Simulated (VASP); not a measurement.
Band structure of AlN (wurtzite). Level of theory: SCAN meta-GGA, VASP's PBE PAW potentials (set 64) (plane waves; VASP 6.6.1).

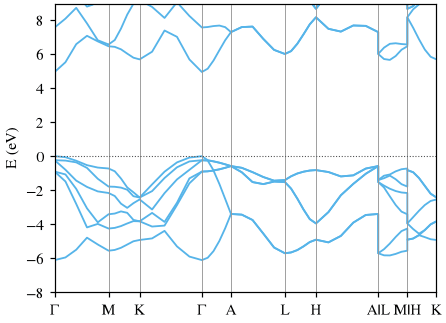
Figure. Bands along high-symmetry lines, zero at the valence-band maximum or, without a gap, the Fermi level

Question: Read the plot: is there a gap, and where are the band edges?

Answer: The gap is direct, 4.95 eV, from the valence maximum at Γ to the conduction minimum at Γ.

Measured: gap 6.51 eV (computed value off by -1.56 eV), as given by Martin Feneberg et al., Physical Review B (2010), doi:10.1103/physrevb.82.075208 [zero-point renormalisation of 0.417 eV (from the measured temperature dependence, row gaps:miglio2020:AlN_wz:gap_zpr, arXiv:2011.12765) added back].

The compound is AlN in the wurtzite structure. It was relaxed first.
